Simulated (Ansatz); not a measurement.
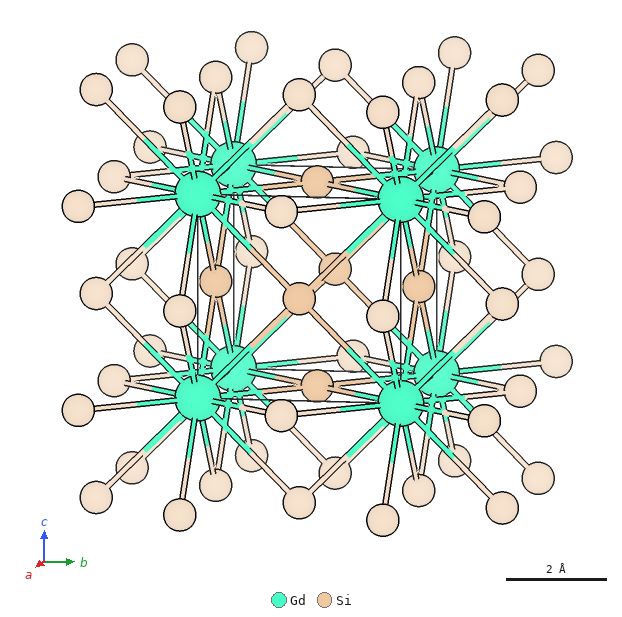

Structure drawing (ball-and-stick), viewed slightly off an axis. The frame is the conventional unit cell; atoms at its boundary are shown with their periodic copies. The first bonded neighbours in the surrounding cells are also shown, in fainter colours.

GdSi₃, Cu₃Au (L1₂) type, space group Pm-3m (No. 221), a = 4.140 Å, b = 4.140 Å, c = 4.140 Å, α = 90.00°, β = 90.00°, γ = 90.00°. The structure was taken from a structure type filled with these elements by a generator (whether the compound takes this form wasn't checked). Earlier steps of the study may have refined or changed the cell and positions. It was run through Ansatz as a DFT input.

This one geometry was computed with Ansatz (DFT, plane waves, PAW) at five levels of theory: r2SCAN, PBEsol, PBE, PBE with spin-orbit coupling and LDA.

**Which level gives the highest pressure at this volume, and what does that say about its equilibrium volume?**

Highest: r2SCAN (0.1 GPa), PBE (0.0 GPa) and PBE with spin-orbit coupling (-0.1 GPa), which points to the largest equilibrium volume. Lowest, with the smallest volume: LDA (-5.2 GPa). Levels within 0.5 GPa of each other can't be told apart.

**How does the band gap change with the level of theory?**

All levels give a metal.

**Collect the results in a table.**

| level | cutoff (eV) | k-mesh of the run's cell | gap (eV) | pressure (GPa) | absolute moment (μB/atom) |
| --- | --- | --- | --- | --- | --- |
| r2SCAN | 500 | 8×8×4 | metal | 0.1 | 1.84 |
| PBEsol | 420 | 8×8×4 | metal | -3.5 | 1.77 |
| PBE | 420 | 8×8×4 | metal | 0.0 | 1.78 |
| PBE with spin-orbit coupling | 420 | 8×8×4 | metal | -0.1 | 1.76 |
| LDA | 420 | 8×8×4 | metal | -5.2 | 1.76 |

Gaps are taken on the k-mesh or band path of each run.
